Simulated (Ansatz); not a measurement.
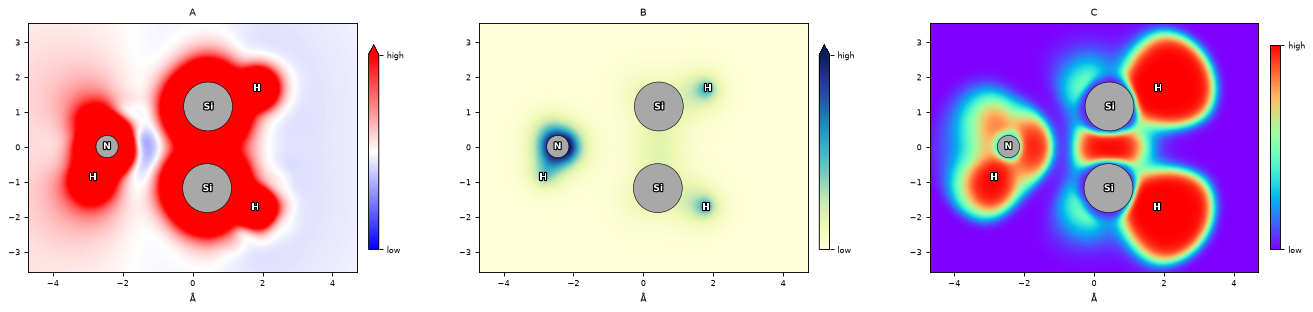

H₆Si₂···NH₃: 3 fields on the plane of atoms Si2, Si1 and H5, with unlabelled colour scales. Grey discs cover the atomic cores.

The reactant side of a reaction path; geometry: PBE0-D4/def2-TZVP.

Theory: RKS PBE0-D4/def2-TZVPP in Ansatz 0.2.0.

Q: Match the panels to the quantities (electron density, electron localisation function and electrostatic potential).

A: Panel A: electrostatic potential (strongly positive close to the atoms, with negative regions outside electron-rich atoms). Panel B: electron density. Panel C: electron localisation function. From the grid: Si2···N7 (3.10 Å): the density falls to about 0.08 e/Å³ on the way; the ELF dips to about 0.05 between them. Si–Si (2.34 Å): the density is about 0.64 e/Å³ at the midpoint; the ELF peaks at about 1 between the atoms, as expected for a shared electron pair.
